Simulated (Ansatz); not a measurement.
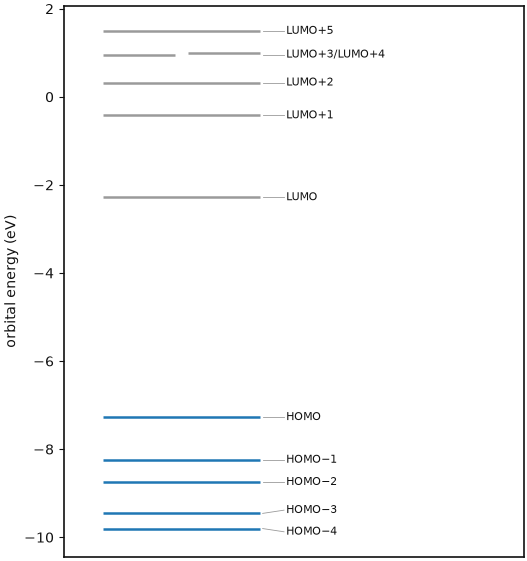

Kohn-Sham orbital energies near the frontier, HSE06/def2-TZVPP in the Ansatz code 0.2.0, at a PBE0-D4/def2-TZVP geometry (a minimum by its frequencies), isolated molecule; empty levels in grey, levels within 0.03 eV side by side.

**Which molecule has this level scheme?**
A. CH₅BClFOSi, SMILES OCB(F)[SiH2]Cl
B. Al₂H₂Cl₂F₂, SMILES [Cl][Al@H-]1[F+][Al@@H-]([Cl])[F+]1, singlet
C. GeNH₅TeS, SMILES [NH2][Ge@@H]([SH])[TeH], singlet

Option A. HOMO −7.27 eV, LUMO −2.28 eV, separation 4.99 eV.

Caveats: one conformer of a flexible molecule; empty levels above zero depend strongly on the basis.
